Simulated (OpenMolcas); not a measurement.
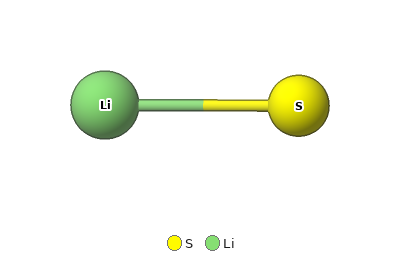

The molecule at the reference distance of 2.041 Å.

## SLi⁻: relativistic diatomic calculation (part 1 of 2)

SLi⁻. Computed at this level: SA-CASSCF(6,7)/XMS-CASPT2 + RASSI spin-orbit (X2C scalar, AMFI), ANO-RCC-VTZP (OpenMolcas).

**Input**
```
&GATEWAY
Coord
2
angstrom
S 0.0 0.0 0.0
Li 0.0 0.0 2.0410
Basis=ANO-RCC-VTZP
Group=XY
RX2C
AMFI
ANGMom
0.0 0.0 0.0
RICD
&SEWARD
&GUESSORB
&RASSCF
FileOrb=$CurrDir/o11.orb
Symmetry=1
Spin=1
nActEl=6 0 0
Inactive=5 2
RAS2=3 4
CIRoot=5 5 1
Linear
Iterations=120 100
OrbListing=Nothing
PRWF=0.15
>>COPY $Project.RasOrb $CurrDir/o11.orb
>>COPY $Project.rasscf.h5 $CurrDir/r11.h5
&CASPT2
XMultistate=all
Imaginary=0.2
IPEA=0.25
MaxIter=40
>>COPY $Project.JobMix JOB001
&RASSCF
CIOnly
FileOrb=$CurrDir/ref.orb
Symmetry=2
Spin=3
nActEl=6 0 0
Inactive=5 2
RAS2=3 4
CIRoot=6 6 1
Linear
Iterations=120 100
OrbListing=Nothing
PRWF=0.15
>>COPY $Project.RasOrb $CurrDir/o32.orb
>>COPY $Project.rasscf.h5 $CurrDir/r32.h5
&CASPT2
XMultistate=all
Imaginary=0.2
IPEA=0.25
MaxIter=40
>>COPY $Project.JobMix JOB002
&RASSCF
CIOnly
FileOrb=$CurrDir/ref.orb
Symmetry=2
Spin=1
nActEl=6 0 0
Inactive=5 2
RAS2=3 4
CIRoot=6 6 1
Linear
Iterations=120 100
OrbListing=Nothing
PRWF=0.15
>>COPY $Project.RasOrb $CurrDir/o12.orb
>>COPY $Project.rasscf.h5 $CurrDir/r12.h5
&CASPT2
XMultistate=all
Imaginary=0.2
IPEA=0.25
MaxIter=40
>>COPY $Project.JobMix JOB003
&RASSCF
FileOrb=$CurrDir/o31.orb
Symmetry=1
Spin=3
nActEl=6 0 0
Inactive=5 2
RAS2=3 4
CIRoot=5 5 1
Linear
Iterations=120 100
OrbListing=Nothing
PRWF=0.15
>>COPY $Project.RasOrb $CurrDir/o31.orb
>>COPY $Project.rasscf.h5 $CurrDir/r31.h5
&CASPT2
XMultistate=all
Imaginary=0.2
IPEA=0.25
MaxIter=40
>>COPY $Project.JobMix JOB004
&RASSI
Nr of JobIphs=4 5 6 6 5
1 2 3 4 5
1 2 3 4 5 6
1 2 3 4 5 6
1 2 3 4 5
SpinOrbit
EJob
Omega
MEES
MESO
Properties=4
'AngMom' 3 'Mltpl  1' 1 'Mltpl  1' 2 'Mltpl  1' 3
Thrs=1.0d-4
>>COPY $Project.rassi.h5 $CurrDir/so.h5
```

The first orbital files come from an earlier step.

Launched with:
```bash
pymolcas m.inp (one call a module block, same work directory)
```

**Log (extracts)**
```
++    Wave function specifications:
      Number of closed shell electrons          14
      Number of electrons in active shells       6
      Number of inactive orbitals                7
      Number of active orbitals                  7
      Number of secondary orbitals              50
      Spin quantum number                      0.0
      State symmetry                             1
++    Orbital specifications:
      Symmetry species                           1   2
                                                 a   b
      Frozen orbitals                            0   0
      Inactive orbitals                          5   2
      Active orbitals                            3   4
      RAS2 orbitals                              3   4
      Secondary orbitals                        26  24
      Number of basis functions                 34  30
      printout of CI-coefficients larger than  0.15 for root  1
      energy=    -406.115244
      conf/sym  111 2222     Coeff  Weight
           120  020 2200  -0.76865 0.59083
           121  020 2ud0   0.32049 0.10272
           127  020 u20d  -0.32049 0.10272
           160  0ud 2200  -0.42016 0.17653
      printout of CI-coefficients larger than  0.15 for root  2
      energy=    -406.076719
      conf/sym  111 2222     Coeff  Weight
           120  020 2200  -0.23278 0.05418
           121  020 2ud0   0.28938 0.08374
           127  020 u20d  -0.28938 0.08374
           160  0ud 2200   0.86980 0.75655
      printout of CI-coefficients larger than  0.15 for root  3
      energy=    -406.053389
      conf/sym  111 2222     Coeff  Weight
           121  020 2ud0   0.27077 0.07332
           122  020 u2d0  -0.64425 0.41506
           126  020 2u0d   0.64425 0.41506
           127  020 u20d   0.27077 0.07332
      printout of CI-coefficients larger than  0.15 for root  4
      energy=    -406.053389
      conf/sym  111 2222     Coeff  Weight
           121  020 2ud0   0.64425 0.41506
           122  020 u2d0   0.27077 0.07332
           126  020 2u0d  -0.27077 0.07332
           127  020 u20d   0.64425 0.41506
      printout of CI-coefficients larger than  0.15 for root  5
      energy=    -406.051778
      conf/sym  111 2222     Coeff  Weight
           122  020 u2d0   0.70012 0.49016
           126  020 2u0d   0.70012 0.49016
      Natural orbitals and occupation numbers for root  1
      sym 1:   0.009883   1.890757   0.100654
      sym 2:   1.916429   1.916429   0.082924   0.082924
      Natural orbitals and occupation numbers for root  2
      sym 1:   0.006264   1.379509   0.616007
      sym 2:   1.904286   1.904286   0.094824   0.094824
      Natural orbitals and occupation numbers for root  3
      sym 1:   0.013389   1.986646   0.001716
      sym 2:   1.499036   1.499036   0.500089   0.500089
      Natural orbitals and occupation numbers for root  4
      sym 1:   0.013389   1.986646   0.001716
      sym 2:   1.499035   1.499036   0.500089   0.500089
      Natural orbitals and occupation numbers for root  5
      sym 1:   0.013437   1.986769   0.000892
      sym 2:   1.499196   1.499196   0.500254   0.500255
      RASSCF energy for state  5                   -406.05177833
::    RASSCF root number  1 Total energy:   -406.11524355
::    RASSCF root number  2 Total energy:   -406.07671915
::    RASSCF root number  3 Total energy:   -406.05338924
::    RASSCF root number  4 Total energy:   -406.05338924
::    RASSCF root number  5 Total energy:   -406.05177833
      Von Neumann Entropy (Root   1) =  0.83031
++    Wave function specifications:
      Number of closed shell electrons           2
      Number of electrons in active shells       6
      Number of inactive orbitals                1
      Number of active orbitals                  7
      Number of secondary orbitals              50
      Spin quantum number                      0.0
      State symmetry                             1
      Number of CSFs                           254
      Number of CASSCF root(s) available         5
      CASPT2 state passed to geometry opt.       5
      A file JOBMIX will be created
      This is a MULTI-STATE CASSCF reference
      Number of CI roots used                    5
      These are:                                 1   2   3   4   5
      Off-diagonal elements of Heff are computed
  FINAL CASPT2 RESULT:
      Reference energy:        -406.1152435457
      E2 (Non-variational):      -0.1777965076
      Shift correction:          -0.0033492872
      E2 (Variational):          -0.1811457947
      Total energy:            -406.2963893404
      Reference weight:           0.90975
  FINAL CASPT2 RESULT:
      Reference energy:        -406.0767191548
      E2 (Non-variational):      -0.1677330251
      Shift correction:          -0.0023034814
      E2 (Variational):          -0.1700365065
      Total energy:            -406.2467556613
      Reference weight:           0.92084
  FINAL CASPT2 RESULT:
      Reference energy:        -406.0533892369
      E2 (Non-variational):      -0.1574136233
      Shift correction:          -0.0020572567
      E2 (Variational):          -0.1594708800
      Total energy:            -406.2128601169
      Reference weight:           0.92836
  FINAL CASPT2 RESULT:
      Reference energy:        -406.0533892369
      E2 (Non-variational):      -0.1574745596
      Shift correction:          -0.0020617758
      E2 (Variational):          -0.1595363354
      Total energy:            -406.2129255723
      Reference weight:           0.92829
  FINAL CASPT2 RESULT:
      Reference energy:        -406.0517783263
      E2 (Non-variational):      -0.1577552996
      Shift correction:          -0.0020181457
      E2 (Variational):          -0.1597734453
      Total energy:            -406.2115517716
      Reference weight:           0.92823
       Total XMS-CASPT2 energies:
::    XMS-CASPT2 Root  1     Total energy:   -406.29623118
::    XMS-CASPT2 Root  2     Total energy:   -406.24691386
::    XMS-CASPT2 Root  3     Total energy:   -406.21293039
::    XMS-CASPT2 Root  4     Total energy:   -406.21285530
::    XMS-CASPT2 Root  5     Total energy:   -406.21155173
++    Wave function specifications:
      Number of closed shell electrons          14
      Number of electrons in active shells       6
      Number of inactive orbitals                7
      Number of active orbitals                  7
      Number of secondary orbitals              50
      Spin quantum number                      1.0
      State symmetry                             2
      printout of CI-coefficients larger than  0.15 for root  1
      energy=    -406.110372
      conf/sym  111 2222     Coeff  Weight
            25  02u 2u00   0.64142 0.41142
           100  02u u200   0.75202 0.56554
      printout of CI-coefficients larger than  0.15 for root  2
      energy=    -406.110372
      conf/sym  111 2222     Coeff  Weight
            25  02u 2u00   0.75202 0.56554
           100  02u u200  -0.64142 0.41142
      printout of CI-coefficients larger than  0.15 for root  3
      energy=    -406.026375
      conf/sym  111 2222     Coeff  Weight
           226  0u0 22u0   0.74136 0.54962
           228  0u0 220u  -0.66082 0.43668
      printout of CI-coefficients larger than  0.15 for root  4
      energy=    -406.026375
      conf/sym  111 2222     Coeff  Weight
           226  0u0 22u0  -0.66082 0.43668
           228  0u0 220u  -0.74136 0.54962
      printout of CI-coefficients larger than  0.15 for root  5
      energy=    -405.910628
      conf/sym  111 2222     Coeff  Weight
            49  02u duu0   0.40179 0.16143
            50  02u du0u  -0.56549 0.31978
           101  02u udu0  -0.19639 0.03857
           102  02u uud0  -0.28784 0.08285
           104  02u ud0u   0.38303 0.14671
           106  02u uu0d   0.43952 0.19318
      printout of CI-coefficients larger than  0.15 for root  6
      energy=    -405.910628
      conf/sym  111 2222     Coeff  Weight
            49  02u duu0   0.61446 0.37756
            50  02u du0u   0.37097 0.13762
           101  02u udu0  -0.29822 0.08893
           102  02u uud0  -0.43952 0.19318
           104  02u ud0u  -0.24976 0.06238
           106  02u uu0d  -0.28784 0.08285
      Natural orbitals and occupation numbers for root  1
      sym 1:   0.013578   1.985842   0.998577
      sym 2:   1.000956   1.997561   0.001592   0.001894
      Natural orbitals and occupation numbers for root  2
      sym 1:   0.013578   1.985842   0.998577
      sym 2:   1.997561   1.000956   0.001894   0.001592
      Natural orbitals and occupation numbers for root  3
      sym 1:   0.002937   1.000692   0.002340
      sym 2:   1.997703   1.996657   0.998589   0.001082
      Natural orbitals and occupation numbers for root  4
      sym 1:   0.002937   1.000692   0.002340
      sym 2:   1.996657   1.997703   0.001082   0.998589
      Natural orbitals and occupation numbers for root  5
      sym 1:   0.012611   1.982442   1.002042
      sym 2:   1.082966   0.997783   0.005293   0.916862
      Natural orbitals and occupation numbers for root  6
      sym 1:   0.012611   1.982442   1.002042
      sym 2:   0.997783   1.082966   0.916862   0.005293
      RASSCF energy for state  6                   -405.91062792
::    RASSCF root number  1 Total energy:   -406.11037187
::    RASSCF root number  2 Total energy:   -406.11037187
::    RASSCF root number  3 Total energy:   -406.02637470
::    RASSCF root number  4 Total energy:   -406.02637470
::    RASSCF root number  5 Total energy:   -405.91062792
::    RASSCF root number  6 Total energy:   -405.91062792
      Von Neumann Entropy (Root   1) =  1.07864
++    Wave function specifications:
      Number of closed shell electrons           2
      Number of electrons in active shells       6
      Number of inactive orbitals                1
      Number of active orbitals                  7
      Number of secondary orbitals              50
      Spin quantum number                      1.0
      State symmetry                             2
      Number of CSFs                           300
      Number of CASSCF root(s) available         6
      CASPT2 state passed to geometry opt.       6
      A file JOBMIX will be created
      This is a MULTI-STATE CASSCF reference
      Number of CI roots used                    6
      These are:                                 1   2   3   4   5   6
      Off-diagonal elements of Heff are computed
  FINAL CASPT2 RESULT:
      Reference energy:        -406.1103712675
      E2 (Non-variational):      -0.1595563380
      Shift correction:          -0.0018922060
      E2 (Variational):          -0.1614485439
      Total energy:            -406.2718198114
      Reference weight:           0.92747
  FINAL CASPT2 RESULT:
      Reference energy:        -406.1103712672
      E2 (Non-variational):      -0.1595563381
      Shift correction:          -0.0018922060
      E2 (Variational):          -0.1614485441
      Total energy:            -406.2718198113
      Reference weight:           0.92747
  FINAL CASPT2 RESULT:
      Reference energy:        -406.0263740918
      E2 (Non-variational):      -0.1718208677
      Shift correction:          -0.0024136731
      E2 (Variational):          -0.1742345407
      Total energy:            -406.2006086325
      Reference weight:           0.91836
  FINAL CASPT2 RESULT:
      Reference energy:        -406.0263740913
      E2 (Non-variational):      -0.1718208677
      Shift correction:          -0.0024136732
      E2 (Variational):          -0.1742345409
      Total energy:            -406.2006086322
      Reference weight:           0.91836
  FINAL CASPT2 RESULT:
      Reference energy:        -405.9106273206
      E2 (Non-variational):      -0.1718373111
      Shift correction:          -0.0074235534
      E2 (Variational):          -0.1792608644
      Total energy:            -406.0898881851
      Reference weight:           0.88806
  FINAL CASPT2 RESULT:
      Reference energy:        -405.9106273159
      E2 (Non-variational):      -0.1718373132
      Shift correction:          -0.0074235543
      E2 (Variational):          -0.1792608675
      Total energy:            -406.0898881833
      Reference weight:           0.88806
       Total XMS-CASPT2 energies:
::    XMS-CASPT2 Root  1     Total energy:   -406.27203891
::    XMS-CASPT2 Root  2     Total energy:   -406.27203891
::    XMS-CASPT2 Root  3     Total energy:   -406.20057173
::    XMS-CASPT2 Root  4     Total energy:   -406.20057173
::    XMS-CASPT2 Root  5     Total energy:   -406.08970599
::    XMS-CASPT2 Root  6     Total energy:   -406.08970598
++    Wave function specifications:
      Number of closed shell electrons          14
      Number of electrons in active shells       6
      Number of inactive orbitals                7
      Number of active orbitals                  7
      Number of secondary orbitals              50
      Spin quantum number                      0.0
      State symmetry                             2
      printout of CI-coefficients larger than  0.15 for root  1
      energy=    -406.109012
      conf/sym  111 2222     Coeff  Weight
            93  02u 2d00  -0.63807 0.40713
            94  02u d200  -0.75314 0.56722
      printout of CI-coefficients larger than  0.15 for root  2
      energy=    -406.109012
      conf/sym  111 2222     Coeff  Weight
            93  02u 2d00   0.75314 0.56722
            94  02u d200  -0.63807 0.40713
      printout of CI-coefficients larger than  0.15 for root  3
      energy=    -406.023246
      conf/sym  111 2222     Coeff  Weight
           197  0u0 22d0  -0.86832 0.75398
           200  0u0 220d  -0.47812 0.22859
      printout of CI-coefficients larger than  0.15 for root  4
      energy=    -406.023246
      conf/sym  111 2222     Coeff  Weight
           197  0u0 22d0   0.47812 0.22859
           200  0u0 220d  -0.86832 0.75398
      printout of CI-coefficients larger than  0.15 for root  5
      energy=    -405.907393
      conf/sym  111 2222     Coeff  Weight
            96  02u dud0  -0.45562 0.20759
            97  02u udd0   0.28422 0.08078
           102  02u du0d   0.71055 0.50488
           103  02u ud0d  -0.37725 0.14232
      printout of CI-coefficients larger than  0.15 for root  6
      energy=    -405.907393
      conf/sym  111 2222     Coeff  Weight
            96  02u dud0  -0.68198 0.46510
            97  02u udd0   0.42673 0.18210
           102  02u du0d  -0.47396 0.22463
           103  02u ud0d   0.25247 0.06374
      Natural orbitals and occupation numbers for root  1
      sym 1:   0.013586   1.986934   0.999586
      sym 2:   1.000046   1.997118   0.002034   0.000696
      Natural orbitals and occupation numbers for root  2
      sym 1:   0.013586   1.986934   0.999586
      sym 2:   1.997118   1.000046   0.000696   0.002034
      Natural orbitals and occupation numbers for root  3
      sym 1:   0.003036   0.999776   0.000734
      sym 2:   1.997549   1.997901   0.999735   0.001269
      Natural orbitals and occupation numbers for root  4
      sym 1:   0.003036   0.999776   0.000734
      sym 2:   1.997901   1.997549   0.001269   0.999735
      Natural orbitals and occupation numbers for root  5
      sym 1:   0.013018   1.985378   1.000279
      sym 2:   1.142612   0.999431   0.001906   0.857377
      Natural orbitals and occupation numbers for root  6
      sym 1:   0.013018   1.985378   1.000279
      sym 2:   0.999431   1.142612   0.857377   0.001906
      RASSCF energy for state  6                   -405.90739339
::    RASSCF root number  1 Total energy:   -406.10901170
::    RASSCF root number  2 Total energy:   -406.10901170
::    RASSCF root number  3 Total energy:   -406.02324648
::    RASSCF root number  4 Total energy:   -406.02324648
::    RASSCF root number  5 Total energy:   -405.90739340
::    RASSCF root number  6 Total energy:   -405.90739339
      Von Neumann Entropy (Root   1) =  1.07458
++    Wave function specifications:
      NumbSPIN-FREE ENERGIES:
  (Shifted by EMIN (a.u.) =       -406.2962311842)
 SF State       Relative EMIN(au)   Rel lowest level(eV)    D:o, cm**(-1)      Abs_M
     1             0.0000000000        0.0000000000              0.0000         0.0
     6             0.0241922711        0.6583052341           5309.5898         1.0
     7             0.0241922711        0.6583052341           5309.5898         1.0
    12             0.0243895390        0.6636731648           5352.8851         1.0
    13             0.0243895390        0.6636731648           5352.8851         1.0
    18             0.0391277790        1.0647211086           8587.5549         0.0
     2             0.0493173252        1.3419927845          10823.9018         0.0
    19             0.0794650143        2.1623531978          17440.5547         0.0
    20             0.0829831162        2.2580856280          18212.6888         2.0
    21             0.0830615253        2.2602192478          18229.8977         2.0
     3             0.0833007914        2.2667300096          18282.4105         2.0
     4             0.0833758879        2.2687734904          18298.8923         2.0
     5             0.0846794542        2.3042453352          18584.9920         0.0
    22             0.0863019581        2.3483959150          18941.0904         0.0
     8             0.0956594540        2.6030263514          20994.8234         1.0
     9             0.0956594540        2.6030263514          20994.8234         1.0
    15             0.0967355743        2.6323090747          21231.0045         1.0
    14             0.0967355743        2.6323090747          21231.0045         1.0
    10             0.2065251986        5.6198369489          45327.0418         1.0
    11             0.2065252004        5.6198369965          45327.0422         1.0
    16             0.2087008458        5.6790393237          45804.5412         1.0
    17             0.2087008477        5.6790393758          45804.5416         1.0
```

(Continued in part 2.) Outcome of the run: converged; components of a degenerate state are split by 17 cm⁻¹; whether the anion is bound against detachment isn't tested.
